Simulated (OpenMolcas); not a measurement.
## Multiconfigurational calculation for Fe²⁺ complex (part 2 of 2)

The same run, continued: Fe²⁺ with 6 ligands (O; octahedron, 2.196 Å), embedded in CaO by model potentials and point charges, whose field is part of the energies. Method: state-averaged CASSCF, active space 6 electrons in the shell 3d, basis ANO-RCC-VDZP on the metal and ANO-RCC-VDZP on the ligands, DKH2 scalar Hamiltonian, spin-orbit coupling by RASSI with atomic mean-field integrals (OpenMolcas).

**The program's output (extracts), continued**
```
--- RASSI ---
SPIN-FREE ENERGIES:
  (Shifted by EMIN (a.u.) =      -1728.6545130145)

 SF State       Relative EMIN(au)   Rel lowest level(eV)    D:o, cm**(-1)

     1             0.0000000000        0.0000000000              0.0000
     2             0.0000000000        0.0000000000              0.0000
     3             0.0000000000        0.0000000000              0.0000
     4             0.0394489843        1.0734615497           8658.0513
     5             0.0394489843        1.0734615497           8658.0513
     6             0.0722324174        1.9655442085          15853.1832
     7             0.0722324174        1.9655442085          15853.1832
     8             0.0722324174        1.9655442085          15853.1832
    51             0.0877746766        2.3884706277          19264.3148
    10             0.0881189530        2.3978388646          19339.8747
    11             0.0881189530        2.3978388646          19339.8747
     9             0.0881189530        2.3978388646          19339.8747
    13             0.1026280011        2.7926501772          22524.2427
    14             0.1026280011        2.7926501772          22524.2427
    12             0.1026280011        2.7926501772          22524.2427
    16             0.1136708425        3.0931411997          24947.8663
    17             0.1136708425        3.0931411997          24947.8663
    15             0.1136708425        3.0931411997          24947.8663
    52             0.1160967760        3.1591542140          25480.2971
    53             0.1160967760        3.1591542140          25480.2971
    54             0.1160967760        3.1591542140          25480.2971
    18             0.1165365296        3.1711205182          25576.8119
    19             0.1165365296        3.1711205182          25576.8119
    22             0.1191279589        3.2416369010          26145.5649
    20             0.1191279589        3.2416369010          26145.5649
    21             0.1191279589        3.2416369010          26145.5649
    24             0.1381146143        3.7582901153          30312.6541
    23             0.1381146143        3.7582901153          30312.6541
    25             0.1381146143        3.7582901153          30312.6541
    26             0.1393209332        3.7911157260          30577.4105
    55             0.1420193064        3.8645422018          31169.6349
    56             0.1420193064        3.8645422018          31169.6349
    57             0.1420193064        3.8645422018          31169.6349
    27             0.1440267549        3.9191676566          31610.2189
    28             0.1440267549        3.9191676566          31610.2189
    29             0.1440267549        3.9191676566          31610.2189
    30             0.1472606466        4.0071663344          32319.9761
    31             0.1472606466        4.0071663344          32319.9761
    58             0.1533722105        4.1734704593          33661.3094
    59             0.1533722105        4.1734704593          33661.3094
Eigenvalues of complex Hamiltonian:
   -----------------------------------
  (Shifted by EMIN (a.u.) =      -1728.6545130145)

 SO State       Relative EMIN(au)   Rel lowest level(eV)    D:o, cm**(-1)

     1            -0.0015117793        0.0000000000              0.0000
     2            -0.0015117793        0.0000000000              0.0000
     3            -0.0015117793        0.0000000000              0.0000
     4            -0.0006493040        0.0234691470            189.2914
     5            -0.0006493040        0.0234691470            189.2914
     6            -0.0005923352        0.0250193477            201.7946
     7            -0.0005923352        0.0250193477            201.7946
     8            -0.0005923352        0.0250193477            201.7946
     9             0.0006075798        0.0576706974            465.1455
    10             0.0007309585        0.0610280038            492.2240
    11             0.0007309585        0.0610280038            492.2240
    12             0.0007309585        0.0610280038            492.2240
    13             0.0008193579        0.0634334748            511.6255
    14             0.0008193579        0.0634334748            511.6255
    15             0.0008193579        0.0634334748            511.6255
    16             0.0393653635        1.1123237199           8971.4958
    17             0.0393782467        1.1126742907           8974.3234
    18             0.0393782467        1.1126742907           8974.3234
    19             0.0393782467        1.1126742907           8974.3234
    20             0.0393910765        1.1130234071           8977.1392
    21             0.0393910765        1.1130234071           8977.1392
    22             0.0394073311        1.1134657184           8980.7067
    23             0.0394073311        1.1134657184           8980.7067
    24             0.0394073311        1.1134657184           8980.7067
    25             0.0394234057        1.1139031285           8984.2346
    26             0.0712815654        1.9808078169          15976.2925
    27             0.0712815654        1.9808078171          15976.2925
    28             0.0713936546        1.9838579203          16000.8932
    29             0.0713936546        1.9838579204          16000.8932
    30             0.0713936546        1.9838579203          16000.8932
    31             0.0724612547        2.0129087985          16235.2044
    32             0.0729509556        2.0262342409          16342.6813
    33             0.0729509556        2.0262342410          16342.6813
    34             0.0729509557        2.0262342410          16342.6813
    35             0.0876091145        2.4251030629          19559.7753
    36             0.0876091145        2.4251030630          19559.7753
    37             0.0876091145        2.4251030629          19559.7753
    38             0.0879040871        2.4331296753          19624.5143
    39             0.0879040871        2.4331296753          19624.5143
    40             0.0881961309        2.4410765931          19688.6105
    41             0.0881961309        2.4410765930          19688.6105
Weights of the five most important spin-orbit-free states for each spin-orbit state.

 SO State  Total energy (au)           Spin-free states, spin, and weights
 -------------------------------------------------------------------------------------------------------
    1        -0.001512       1 2.0  0.3479    2 2.0  0.3436    3 2.0  0.3072   26 1.0  0.0004    5 2.0  0.0004
    2        -0.001512       3 2.0  0.3852    2 2.0  0.3074    1 2.0  0.3061    4 2.0  0.0004   26 1.0  0.0004
    3        -0.001512       2 2.0  0.3477    1 2.0  0.3447    3 2.0  0.3064   26 1.0  0.0004    5 2.0  0.0003
    4        -0.000649       3 2.0  0.6647    1 2.0  0.1665    2 2.0  0.1659    5 2.0  0.0009    4 2.0  0.0009
    5        -0.000649       2 2.0  0.4989    1 2.0  0.4982    5 2.0  0.0009    4 2.0  0.0009    7 1.0  0.0002
    6        -0.000592       3 2.0  0.7241    1 2.0  0.1370    2 2.0  0.1370    5 2.0  0.0009    4 2.0  0.0001
    7        -0.000592       2 2.0  0.6799    1 2.0  0.1812    3 2.0  0.1370    5 2.0  0.0006    4 2.0  0.0004
    8        -0.000592       1 2.0  0.6799    2 2.0  0.1812    3 2.0  0.1370    4 2.0  0.0010    9 1.0  0.0001
    9         0.000608       2 2.0  0.3315    1 2.0  0.3315    3 2.0  0.3315    5 2.0  0.0018    4 2.0  0.0018
   10         0.000731       3 2.0  0.3625    1 2.0  0.3321    2 2.0  0.3025    4 2.0  0.0010    5 2.0  0.0007
   11         0.000731       1 2.0  0.3625    2 2.0  0.3625    3 2.0  0.2721    5 2.0  0.0014    6 1.0  0.0005
   12         0.000731       3 2.0  0.3625    2 2.0  0.3321    1 2.0  0.3025    4 2.0  0.0013    8 1.0  0.0005
```

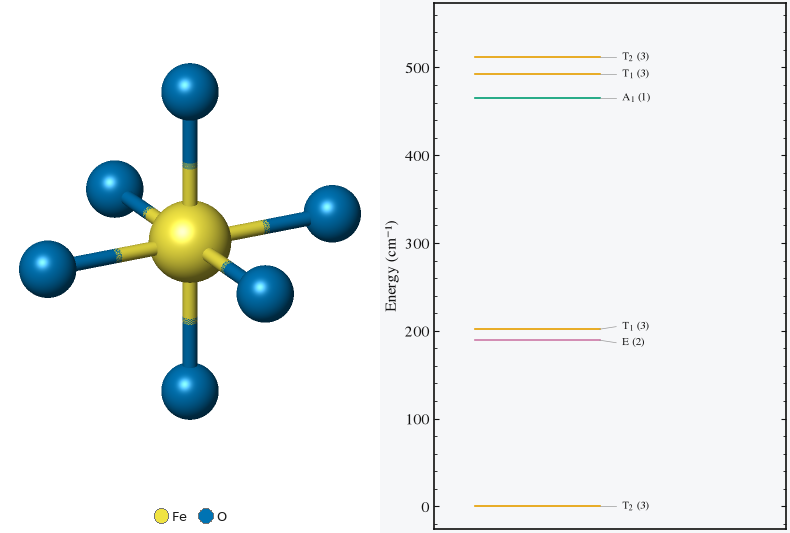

Fig. 1: Fe²⁺ (3d⁶) as a dopant in CaO, a cluster with its 6 nearest O²⁻ at 2.196 Å (octahedron) embedded in model potentials and point charges; the geometry was set, not optimised, and its levels. Labels give the representation in O, Td, D4 or D3 as the site allows (double group for half-integer spin) where it could be assigned and, in brackets, the degeneracy; spin-free states, where drawn, share the zero of the spin-orbit levels. The ground level is T₂, 3-fold degenerate, 100 % from states of spin multiplicity 5. The next level lies at 189 cm⁻¹ (E). The active orbitals hold 94 to 98 % metal character (Löwdin), and the Mulliken charge of the metal is +1.54.

**Input**
```
&GATEWAY
Basis set
Fe.ANO-RCC-VDZP.
Fe1 0.0 0.0 0.0 Angstrom
End of basis
Basis set
O.ANO-RCC-VDZP.
L1 2.196000 0.000000 0.000000 Angstrom
L2 0.000000 2.196000 0.000000 Angstrom
L3 0.000000 0.000000 2.196000 Angstrom
End of basis
Basis set
Ca.EMB-AIMP.Pascual.13s7p.1s1p.ECP.CaO.
PseudoCharge
* 3 symmetry-unique lattice sites within 7.6 angstrom
End of basis
Basis set
Ca.EMB-AIMP.Pascual.0s.0s.ECP.CaO.
PseudoCharge
* 24 symmetry-unique lattice sites within 7.6 angstrom
End of basis
Basis set
O.EMB-AIMP.Pascual.0s.0s.ECP.CaO.
PseudoCharge
* 31 symmetry-unique lattice sites within 7.6 angstrom
End of basis
Symmetry
XYZ
AngMom=0.0 0.0 0.0
AMFI
RICD
XField
1037 Angstrom 0
* Evjen-weighted lattice charges
&SEWARD
&RASSCF
FileOrb=start.orb
Symmetry=1
Spin=5
nActEl=6 0 0
Inactive=18 21
Ras2=5 0
CIRoot=5 5 1
SDav=5
CIMx=300
Iter=150 100
PrWF=0.3
OrbListing=Nothing
MaxOrb=1
LevShft=1.0
>>> COPY $Project.JobIph JOB001
&RASSCF
FileOrb=start.orb
Symmetry=1
Spin=3
nActEl=6 0 0
Inactive=18 21
Ras2=5 0
CIRoot=45 45 1
SDav=45
CIMx=300
Iter=150 100
PrWF=0.3
OrbListing=Nothing
MaxOrb=0
LevShft=1.0
>>> COPY $Project.JobIph JOB002
&RASSCF
FileOrb=start.orb
Symmetry=1
Spin=1
nActEl=6 0 0
Inactive=18 21
Ras2=5 0
CIRoot=50 50 1
SDav=50
CIMx=300
Iter=150 100
PrWF=0.3
OrbListing=Nothing
MaxOrb=0
LevShft=1.0
>>> COPY $Project.JobIph JOB003
&RASSI
NrOfJobIphs=3 5 45 50
1 2 3 4 5
1 2 3 4 5 6 7 8 9 10 11 12 13 14 15 16 17 18 19 20 21 22 23 24 25 26 27
28 29 30 31 32 33 34 35 36 37 38 39 40 41 42 43 44 45
1 2 3 4 5 6 7 8 9 10 11 12 13 14 15 16 17 18 19 20 21 22 23 24 25 26 27
28 29 30 31 32 33 34 35 36 37 38 39 40 41 42 43 44 45 46 47 48 49 50
IphNames
JOB001
JOB002
JOB003
EJob
SpinOrbit
DIPRint=1.0
SOCoupling=1000.0
Subsets=2
Property=9
'ANGMOM' 1 'ANGMOM' 2 'ANGMOM' 3 'MLTPL  1' 1 'MLTPL  1' 2 'MLTPL  1' 3
'AMFI' 1 'AMFI' 2 'AMFI' 3
SOProperty=3
'ANGMOM' 1 'ANGMOM' 2 'ANGMOM' 3
```

The file start.orb holds starting orbitals from an earlier step. A driver script formed the levels outside the program, from RASSI's spin-orbit matrix and the active-space energies, averaged over the components of each term or state.

Run as:
```bash
OMP_NUM_THREADS=1 MOLCAS_MEM=2457 MOLCAS_PROJECT=a pymolcas a.inp > a.log  # once for each step of the input, in one work folder
```

**Key numbers**

- outcome: converged
- energy of the lowest spin-free term: −1728.65451 hartree
- energy of the lowest spin-orbit level: −1728.65602 hartree
- largest spread among components of a term: 0.0 cm⁻¹
- hardware: 1 thread of Arm Neoverse V1, 24 GiB of memory available, shared host
- wall time: 42 s
- peak memory: 0.18 GiB

**Notes**

Without dynamic correlation the splittings between terms come out too large, often by 20 to 50 %. Limits: small active space favours high spin, ground spin may be wrong; the geometry is set by hand, with no relaxation.
